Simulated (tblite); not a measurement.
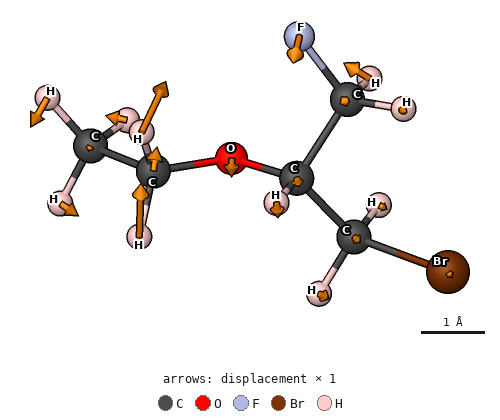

This is a relaxation of C₅H₁₀BrFO. The starting structure is drawn; orange arrows show the displacements, at their true length. The two geometries are superimposed by the best rigid fit.

A ball-and-stick model, seen from a free direction.

All numbers below come from GFN2-xTB geometry optimisation, gas phase (tblite 0.8.0). 

Question: Which element moves most?

Answer: Hydrogen: up to 1.13 Å, against 0.68 Å for fluorine.

Question: What did the optimiser do to the structure, and how much energy did it gain?

Answer: The largest move after the best rigid fit is that of an H atom, 1.13 Å. Largest moves by element: H 1.13 Å, F 0.68 Å, C 0.42 Å, O 0.33 Å, Br 0.13 Å. Among the contacts that change: C–O 1.375 → 1.421 Å, C–H 1.127 → 1.089 Å, C–C 1.511 → 1.535 Å, C–F 1.384 → 1.371 Å. Bond angles that change, for instance: O–C–C 106.7° → 112.8°, C–C–C 104.7° → 110.8°, H–C–H 114.9° → 109.3°. Groups turn about C–C by about 55°, C–O by about 45°. Over 113 geometry steps the energy falls by 42.4 kJ/mol. Cost: 1.4 s on 1 thread of Arm Neoverse N1, with other jobs on the host.
